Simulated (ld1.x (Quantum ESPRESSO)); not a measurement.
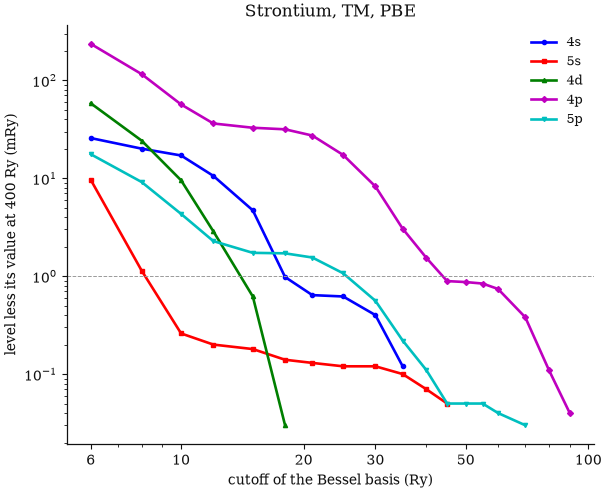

The pseudo-atom Hamiltonian at the reference potential is diagonalised in spherical Bessel functions (20 bohr box) up to the cutoff. Curves: distance of each valence level from its value at 400 Ry.

Input of ld1.x (Quantum ESPRESSO) 7.5:

```
 &input
   title='Sr', zed=38., rel=1, dft='PBE', iswitch=3,
   config='[Kr] 4d0 5s2 5p0',
   nld=3, rlderiv=3.70, eminld=-5.0, emaxld=5.0, deld=0.02
 /
 &inputp
   pseudotype=2, tm=.true., lloc=1,
   nlcc=.false.,
   file_pseudopw='Sr.UPF', file_wfcaegen='ae.wfc', file_wfcncgen='nc.wfc', file_beta='beta', file_chi='chi'
 /
3
4S  1  0   2.00   0.00  2.30  2.30  0.0
4D  3  2   0.00   0.00  3.40  3.40  0.0
4P  2  1   6.00   0.00  1.50  1.50  0.0
 &test
   configts(1)='4s2 4p6 4d0 5s2 5p0'
 /
```

Command:
```bash
ld1.x < Sr.in > Sr.out
```

Functional and relativity: PBE, scalar-relativistic.

Which occupied shell is the hardest?

4p: its level needs 45 Ry to come within 1 mRy, against 18 Ry for 4s.

What cutoffs are needed for 10 mRy and 1 mRy in the sum of levels?

40 Ry and 80 Ry, on the ladder of cutoffs that was run.

At which cutoff does each level come within 1 mRy for good?

4s: 18 Ry; 5s: 10 Ry; 4d: 15 Ry; 4p: 45 Ry; 5p: 30 Ry.

The potential isn't sound: the pseudo-atom misses its own reference levels by up to 0.26 eV.
